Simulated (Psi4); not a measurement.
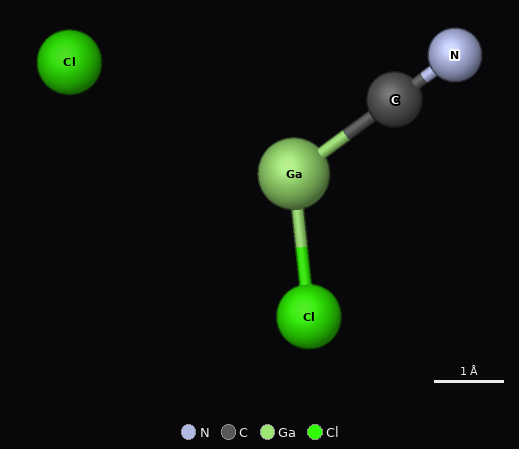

The structure (ball-and-stick view, seen at a tilt). Sticks mark near contacts.

## Run report: CCl$_{2}$GaN, single-point calculation (part 1 of 2)

System: CCl$_{2}$GaN.
Method: CAM-B3LYP/def2-SVP, UKS (Psi4 1.11).

## Input file (calc.inp)
```
memory 1600 mb

molecule {
  0 1
  N      0.284708    -2.844770     2.254887
  C     -0.131392    -2.241670     1.366087
  Ga    -0.824292    -1.237970    -0.114813
  Cl    -2.360392    -2.052870    -1.302313
  Cl     0.581700     2.197000    -0.881800
  symmetry c1
}

set basis def2-SVP
set reference uks
set guess_mix true

set reference uhf
set stability_analysis follow
set max_attempts 5
energy('scf')
set reference uks
set stability_analysis none
set guess read
set guess_mix false

result, w = energy('cam-b3lyp', return_wfn=True)
print_variables()
```

Launched with:
```bash
psi4 -i calc.inp -o calc.out -n 1
```

## What the program printed
```
Psi4 1.11 release

   => Loading Basis Set <=

    Name: DEF2-SVP
    Role: ORBITAL
    Keyword: BASIS

         ---------------------------------------------------------
                                   SCF
                              UHF Reference
                        1 Threads,   1525 MiB Core
         ---------------------------------------------------------

  ==> Geometry <==

    Molecular point group: c1
    Full point group: C1

    Geometry (in Angstrom), charge = 0, multiplicity = 1:

       Center              X                  Y                   Z               Mass
    ------------   -----------------  -----------------  -----------------  -----------------
         N            0.991968954851    -1.952997398943     2.475193226489    14.003074004430
         C            0.575868954851    -1.349897398943     1.586393226489    12.000000000000
         GA          -0.117031045149    -0.346197398943     0.105493226489    68.925573500000
         CL          -1.653131045149    -1.161097398943    -1.082006773511    34.968852682000
         CL           1.288960954851     3.088772601057    -0.661493773511    34.968852682000

  Running in c1 symmetry.

  Rotational constants: A =      0.06809  B =      0.02999  C =      0.02082 [cm^-1]
  Rotational constants: A =   2041.38785  B =    899.09206  C =    624.18234 [MHz]
  Nuclear repulsion =  394.328661391540322

  Charge       = 0
  Multiplicity = 1
  Electrons    = 78
  Nalpha       = 39
  Nbeta        = 39

  ==> Algorithm <==

  SCF Algorithm Type is DF.
  DIIS enabled.
  MOM disabled.
  Fractional occupation disabled.
  Guess Type is SAD.
  Energy threshold   = 1.00e-06
  Density threshold  = 1.00e-06
  Integral threshold = 1.00e-12

  ==> Primary Basis <==

  Basis Set: DEF2-SVP
    Blend: DEF2-SVP
    Number of shells: 40
    Number of basis functions: 96
    Number of Cartesian functions: 103
    Spherical Harmonics?: true
    Max angular momentum: 2

   => Loading Basis Set <=

    Name: (DEF2-SVP AUX)
    Role: JKFIT
    Keyword: DF_BASIS_SCF

  ==> Integral Setup <==

  DFHelper Memory: AOs need 0.046 GiB; user supplied 1.118 GiB.
  SCF_SUBTYPE=INCORE selected. In-core MEM_DF algorithm will be used.
  Using in-core AOs.

  ==> MemDFJK: Density-Fitted J/K Matrices <==

    J tasked:                   Yes
    K tasked:                   Yes
    wK tasked:                   No
    Memory [MiB]:              1144
    Algorithm:                 Core
    Schwarz Cutoff:           1E-12
    Mask sparsity (%):      13.1076
    Fitting Condition:        1E-10

   => Auxiliary Basis Set <=

  Basis Set: (DEF2-SVP AUX)
    Blend: DEF2-UNIVERSAL-JKFIT
    Number of shells: 186
    Number of basis functions: 674
    Number of Cartesian functions: 863
    Spherical Harmonics?: true
    Max angular momentum: 5

  Minimum eigenvalue in the overlap matrix is 3.1801170597E-03.
  Reciprocal condition number of the overlap matrix is 8.1021753457E-04.
    Using symmetric orthogonalization.

  ==> Pre-Iterations <==

  SCF Guess: Superposition of Atomic Densities via on-the-fly atomic UHF (no occupation information).

   -------------------------
    Irrep   Nso     Nmo
   -------------------------
     A         96      96
   -------------------------
    Total      96      96
   -------------------------

  ==> Iterations <==

                           Total Energy        Delta E     RMS |[F,P]|

   @DF-UHF iter SAD: -2928.61201082033540   -2.92861e+03   0.00000e+00
  Mixing beta HOMO/LUMO orbitals (39,40)
   @DF-UHF iter   1: -2932.44072636607098   -3.82872e+00   2.35616e-02 ADIIS/DIIS
   @DF-UHF iter   2: -2932.89130588063563   -4.50580e-01   2.31710e-02 ADIIS/DIIS
   @DF-UHF iter   3: -2933.54470327445688   -6.53397e-01   1.36118e-02 ADIIS/DIIS
   @DF-UHF iter   4: -2933.94308937420874   -3.98386e-01   9.87401e-04 ADIIS/DIIS
   @DF-UHF iter   5: -2933.95177209351323   -8.68272e-03   3.75093e-04 ADIIS/DIIS
   @DF-UHF iter   6: -2933.95342565556621   -1.65356e-03   1.96365e-04 ADIIS/DIIS
   @DF-UHF iter   7: -2933.95416401275270   -7.38357e-04   9.73693e-05 DIIS
   @DF-UHF iter   8: -2933.95438939046107   -2.25378e-04   3.22796e-05 DIIS
   @DF-UHF iter   9: -2933.95442902552895   -3.96351e-05   1.53813e-05 DIIS
   @DF-UHF iter  10: -2933.95443545406260   -6.42853e-06   1.16702e-05 DIIS
   @DF-UHF iter  11: -2933.95443991655839   -4.46250e-06   1.05593e-05 DIIS
   @DF-UHF iter  12: -2933.95444684992708   -6.93337e-06   9.59372e-06 DIIS
   @DF-UHF iter  13: -2933.95446088977769   -1.40399e-05   7.83467e-06 DIIS
   @DF-UHF iter  14: -2933.95447364012352   -1.27503e-05   6.13916e-06 DIIS
   @DF-UHF iter  15: -2933.95448043419401   -6.79407e-06   5.10482e-06 DIIS
   @DF-UHF iter  16: -2933.95448439371557   -3.95952e-06   4.25758e-06 DIIS
   @DF-UHF iter  17: -2933.95448843612940   -4.04241e-06   2.87890e-06 DIIS
   @DF-UHF iter  18: -2933.95449030087593   -1.86475e-06   2.06373e-06 DIIS
   @DF-UHF iter  19: -2933.95449079214177   -4.91266e-07   1.88848e-06 DIIS
   @DF-UHF iter  20: -2933.95449103164265   -2.39501e-07   1.83274e-06 DIIS
   @DF-UHF iter  21: -2933.95449130902216   -2.77380e-07   1.78731e-06 DIIS
   @DF-UHF iter  22: -2933.95449185090865   -5.41886e-07   1.70646e-06 DIIS
   @DF-UHF iter  23: -2933.95449330937754   -1.45847e-06   1.48040e-06 DIIS
   @DF-UHF iter  24: -2933.95449573695350   -2.42758e-06   9.83726e-07 DIIS
   @DF-UHF iter  25: -2933.95449653222022   -7.95267e-07   7.00360e-07 DIIS
  Energy and wave function converged.

    Wavefunction stable under totally symmetric rotations.
    Lowest totally symmetric eigenvalue: 0.004511
    Lowest UHF->UHF stability eigenvalues:
       A 0.004511

    Stability analysis over.

  ==> Post-Iterations <==

   @Spin Contamination Metric:   9.506640680E-01
   @S^2 Expected:                0.000000000E+00
   @S^2 Observed:                9.506640680E-01
   @S   Expected:                0.000000000E+00
   @S   Observed:                0.000000000E+00

    Orbital Energies [Eh]
    ---------------------

    Alpha Occupied:

       1A   -378.872206     2A   -104.833745     3A   -104.807392
       4A    -48.240402     5A    -42.580932     6A    -42.579765
       7A    -42.578168     8A    -15.597091     9A    -11.273441
      10A    -10.593931    11A    -10.571047    12A     -8.066801
      13A     -8.066801    14A     -8.050904    15A     -8.047018
      16A     -8.042753    17A     -8.042580    18A     -6.484470
      19A     -4.579662    20A     -4.577504    21A     -4.573986
      22A     -1.294045    23A     -1.289388    24A     -1.287915
      25A     -1.285850    26A     -1.283926    27A     -1.218344
      28A     -1.097832    29A     -1.011631    30A     -0.730243
      31A     -0.588938    32A     -0.551209    33A     -0.506278
      34A     -0.497991    35A     -0.483487    36A     -0.483449
      37A     -0.477463    38A     -0.477143    39A     -0.365062

    Alpha Virtual:

      40A     -0.037786    41A     -0.001771    42A      0.095225
      43A      0.144420    44A      0.192452    45A      0.201755
      46A      0.233275    47A      0.331505    48A      0.365072
      49A      0.388960    50A      0.454481    51A      0.486768
      52A      0.566359    53A      0.568180    54A      0.633427
      55A      0.678319    56A      0.729451    57A      0.747001
      58A      0.751247    59A      0.846856    60A      0.868880
      61A      0.909672    62A      1.017305    63A      1.017306
      64A      1.029800    65A      1.032721    66A      1.049603
      67A      1.051667    68A      1.064372    69A      1.064932
      70A      1.080182    71A      1.108701    72A      1.111128
      73A      1.130613    74A      1.136827    75A      1.158601
      76A      1.224479    77A      1.228917    78A      1.246316
      79A      1.277874    80A      1.433941    81A      1.520437
      82A      1.886247    83A      1.893961    84A      1.975346
      85A      1.998689    86A      2.308060    87A      2.317049
      88A      2.367229    89A      2.367992    90A      2.464805
      91A      2.594148    92A      2.595968    93A      3.087360
      94A      3.218461    95A      3.221965    96A      3.723941

    Beta Occupied:

       1A   -378.869758     2A   -104.844286     3A   -104.806041
       4A    -48.238583     5A    -42.580919     6A    -42.578127
       7A    -42.577385     8A    -15.600168     9A    -11.266371
      10A    -10.604432    11A    -10.569558    12A     -8.096704
      13A     -8.072150    14A     -8.072150    15A     -8.043048
      16A     -8.042082    17A     -8.040583    18A     -6.478171
      19A     -4.577133    20A     -4.574341    21A     -4.569968
      22A     -1.291573    23A     -1.287232    24A     -1.286368
      25A     -1.283871    26A     -1.280504    27A     -1.220833
      28A     -1.127055    29A     -1.086978    30A     -0.698333
      31A     -0.580365    32A     -0.571745    33A     -0.532303
      34A     -0.500521    35A     -0.499949    36A     -0.499438
      37A     -0.496715    38A     -0.484927    39A     -0.478864

    Beta Virtual:

      40A     -0.005907    41A      0.025021    42A      0.108689
      43A      0.160676    44A      0.210357    45A      0.210447
      46A      0.246725    47A      0.362400    48A      0.381619
      49A      0.433363    50A      0.489739    51A      0.507998
      52A      0.580783    53A      0.581352    54A      0.651689
      55A      0.666125    56A      0.739302    57A      0.750706
      58A      0.759781    59A      0.848544    60A      0.869305
      61A      0.918818    62A      0.947410    63A      0.957319
      64A      0.961098    65A      1.009075    66A      1.009076
      67A      1.032072    68A      1.033605    69A      1.070966
      70A      1.074110    71A      1.098396    72A      1.102834
      73A      1.124564    74A      1.138535    75A      1.152095
      76A      1.167441    77A      1.230764    78A      1.248200
      79A      1.283405    80A      1.438382    81A      1.528518
      82A      1.896211    83A      1.903721    84A      1.981694
      85A      2.006323    86A      2.318897    87A      2.332131
      88A      2.375390    89A      2.382238    90A      2.476335
      91A      2.586709    92A      2.588719    93A      3.092832
      94A      3.217628    95A      3.223034    96A      3.724786

    Final Occupation by Irrep:
              A
    DOCC [    39 ]
    SOCC [     0 ]
    NA   [    39 ]
    NB   [    39 ]

  @DF-UHF Final Energy: -2933.95449653222022

   => Energetics <=

    Nuclear Repulsion Energy =            394.3286613915403223
    One-Electron Energy =               -4864.2660633427985886
    Two-Electron Energy =                1535.9829054190374791
    Total Energy =                      -2933.9544965322202188

  UHF NO Occupations:
  HONO-2 :   37  A 1.9974841
  HONO-1 :   38  A 1.9973182
  HONO-0 :   39  A 1.2551506
  LUNO+0 :   40  A 0.7448494
  LUNO+1 :   41  A 0.0026818
  LUNO+2 :   42  A 0.0025159
  LUNO+3 :   43  A 0.0011370

Computation Completed

Properties will be evaluated at   0.000000,   0.000000,   0.000000 [a0]

Properties computed using the SCF density matrix

 Multipole Moments:

 ------------------------------------------------------------------------------------
     Multipole            Electronic (a.u.)      Nuclear  (a.u.)        Total (a.u.)
 ------------------------------------------------------------------------------------

 L = 1.  Multiply by 2.5417464519 to convert [e a0] to [Debye]
 Dipole X            :         -1.1946432            1.0963104           -0.0983328
 Dipole Y            :          0.3143023            0.5064332            0.8207354
 Dipole Z            :         -1.5758295            0.8985509           -0.6772786
 Magnitude           :                                                    1.0686357

 ------------------------------------------------------------------------------------

	total time  =          6 seconds =       0.10 minutes

   => Loading Basis Set <=

    Name: DEF2-SVP
    Role: ORBITAL
    Keyword: BASIS

         ---------------------------------------------------------
                                   SCF
                              UKS Reference
                        1 Threads,   1525 MiB Core
         ---------------------------------------------------------

  ==> Geometry <==

    Molecular point group: c1
    Full point group: C1

    Geometry (in Angstrom), charge = 0, multiplicity = 1:
```
